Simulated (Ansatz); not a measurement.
The calculation's input:

```
crystal:
  periodic: [false, false, false]
  atoms:
    - { symbol: C, position_ang: [-0.4621, 0.695, -0.0519] }
    - { symbol: S, position_ang: [0.9664, 0.4695, 0.936] }
    - { symbol: Si, position_ang: [1.4799, -1.5552, 0.4657] }
    - { symbol: F, position_ang: [0.5117, -2.1087, -0.5735] }
    - { symbol: H, position_ang: [-1.3013, 0.0357, 0.2049] }
    - { symbol: H, position_ang: [-0.8733, 1.7746, 0.0967] }
    - { symbol: H, position_ang: [-0.2601, 0.6211, -1.1236] }
basis:
  gaussian: { orbitals: def2-SVP }
hamiltonian:
  xc: b3lyp
relax:
  f_tol: 0.015
  max_steps: 40
output:
  orbitals: {}
```

Run with:

```sh
ansatz run input.yaml --threads 1 --pin off --max-ram 2048MiB --backend cpu --events-out ev --progress --plain --runs-dir out
```

The fields are those of the run's last geometry, not of the input's.

All numbers below come from RKS B3LYP/def2-SVP in Ansatz.

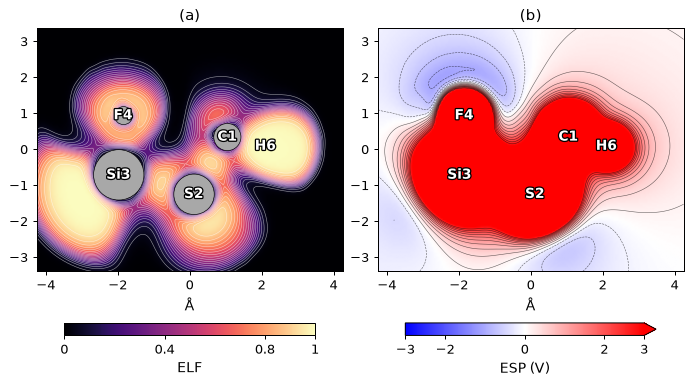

CH3FSSi (SMILES CS[Si]F). (a) ELF; (b) molecular electrostatic potential on the plane of atoms S2, Si3 and F4. Grey discs cover the atomic cores in the ELF map.

> Interpret the plot.

The plane passes through C, S, Si, F and H nuclei.
Si–F (1.65 Å): the ELF peaks at about 0.85 in the valence shell of F, 0.6 Å from its nucleus, and is about 0.40 at the midpoint.
C–S (1.84 Å): the ELF peaks at about 0.90 between the atoms: localised, covalent bonding.
Si–S (2.16 Å): the ELF peaks at about 0.90 between the atoms, as expected for a shared electron pair.
C–H (1.10 Å): the ELF climbs to about 1 towards the hydrogen, as it does in any bond to H (a covalent bond by its length).
The ELF also peaks beside S2, Si3 and F4, away from the bonds: lone-pair regions.
Outside the dense part of the molecule the potential is most negative (−1.1 V) near F4.
